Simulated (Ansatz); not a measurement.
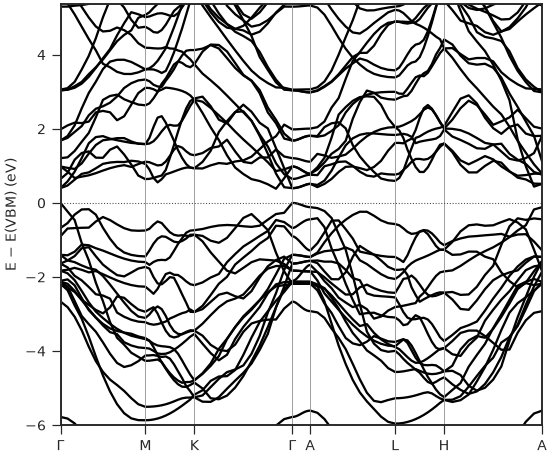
Band structure from the program Ansatz at the r²SCAN+D4 level (PAW)

Problem. Read off the gap and where the band edges lie.

Solution. About 0.4 eV (0.37 eV by a search for the band edges); maximum at Γ, minimum on the K–Γ line, 85 % of the way from K.

The material is Ge$_{2}$Sb$_{2}$Te$_{5}$ in space group P-3m1 (No. 164; Pearson symbol hP9).

Symmetry was held in the r²SCAN+D4 relaxation. At this level the phase is dynamically unstable (imaginary phonons). Spin–orbit coupling is left out wherever it is not named.

Potentials: the earlier of the program's two PAW sets. The files were generated under PBE; for other functionals the program regenerates the frozen cores, and for LDA and PBEsol the local potential too.
